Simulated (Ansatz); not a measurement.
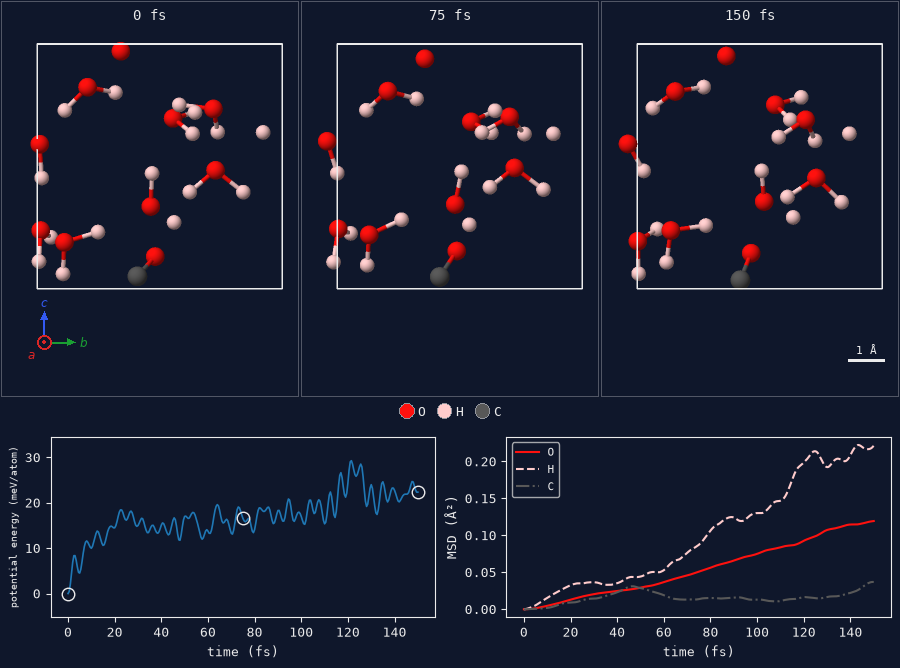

First-principles dynamics of a periodic cell with 8 H2O + 1 CO2 at 0.928 g/cm³, 150 fs long. Frames and the history of the run. A ball-and-stick model of the simulation cell, seen along the a axis.

Theory: Ansatz, DFT PBE-D3(BJ), scalar-relativistic, plane waves, PAW. Set-up: plane-wave cutoff 420 eV; k-point mesh 1 × 1 × 1; Fermi-Dirac smearing 0.02 eV; low-accuracy preset; Langevin thermostat (NVT); set temperature 250 K; time step 0.5 fs; friction 0.02 per fs.

> Describe the run.

The mean temperature in the second half is 228 K (standard deviation 38 K). The potential energy is still drifting at the end, so the run hasn't reached equilibrium. The potential energy in the second half lies on average 20.2 meV per atom above the first frame. In the second half of the run the atoms are, in the root-mean-square, this far from where they began (common drift taken out): H 0.40 Å, O 0.30 Å, C 0.13 Å. The heavy atoms stay within a fraction of a molecule's size of their starting places; so short a run doesn't tell a liquid from a solid.

Limits of the set-up: the program's low-accuracy preset was used; the periodic images lie only 7.0 Å apart, so the values are limited by the cell's size.
